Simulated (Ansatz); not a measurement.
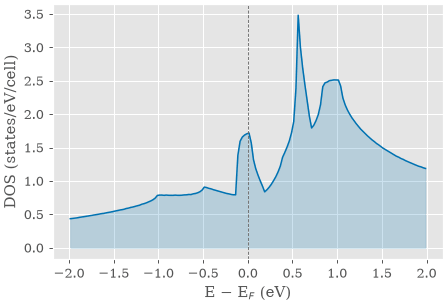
Fig. 1. Density of states of Ca (Fm-3m) near the Fermi level, PBEsol, rigid bands (Ansatz, an electronic-structure program).

Question: With 1 atom a cell, what bare Sommerfeld coefficient γ = (π²/3) k_B² N(E_F) follows?

Answer: N(E_F) ≈ 1.62 states/eV a cell at 300 K, so γ ≈ 3.8 mJ/(mol of atoms·K²), before electron-phonon enhancement.

Question: How far does the Fermi level move in a rigid band for 0.1 electron a cell added or removed?

Answer: 67 meV and -62 meV.

A metal at this level (no band gap); rigid bands, thermally averaged at 300 K, both spins. Spin-orbit coupling is left out. Geometry: cell and atoms relaxed with PBEsol.
